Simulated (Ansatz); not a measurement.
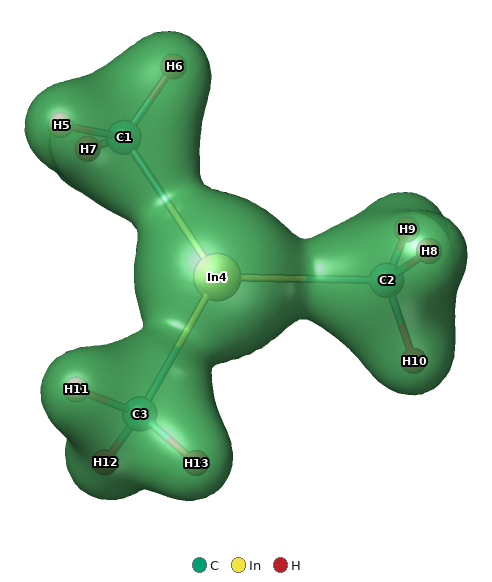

Figure. C3H9In. Isosurface of the electron density at 0.4 e/Å³ (green), seen at a tilt.

Geometry: B3LYP-D3(BJ)/def2-SVP; core potentials replace the inner electrons of In.

All numbers below come from Ansatz, isolated molecule in a Gaussian basis; Kohn-Sham density functional theory, functional PBE0.

```yaml
atoms:
  - { symbol: C, position_ang: [2.1176, 1.9271, -1.0661] }
  - { symbol: C, position_ang: [-1.5550, 1.7600, -0.0867] }
  - { symbol: C, position_ang: [0.5010, -1.4296, -0.3423] }
  - { symbol: In, position_ang: [0.3501, 0.7542, -0.5026] }
  - { symbol: H, position_ang: [2.7444, 1.3759, -1.7835] }
  - { symbol: H, position_ang: [1.8328, 2.8964, -1.5019] }
  - { symbol: H, position_ang: [2.7237, 2.1209, -0.1654] }
  - { symbol: H, position_ang: [-2.1366, 1.8243, -1.0216] }
  - { symbol: H, position_ang: [-1.3935, 2.7830, 0.2848] }
  - { symbol: H, position_ang: [-2.1511, 1.1958, 0.6462] }
  - { symbol: H, position_ang: [1.1898, -1.8337, -1.0996] }
  - { symbol: H, position_ang: [0.8995, -1.6913, 0.6521] }
  - { symbol: H, position_ang: [-0.4832, -1.9086, -0.4538] }
```

Which contacts does the surface bridge?

At this value the surface is in one piece. It bridges the sampled C–In (2.19 Å) and C–H (1.10 Å) contacts, where the density stays above the isovalue. On the grid the lowest density along these lines, outside the cores, is 0.62 e/Å³ (C–In, 2.19 Å) and 1.8 e/Å³ (C–H, 1.10 Å).
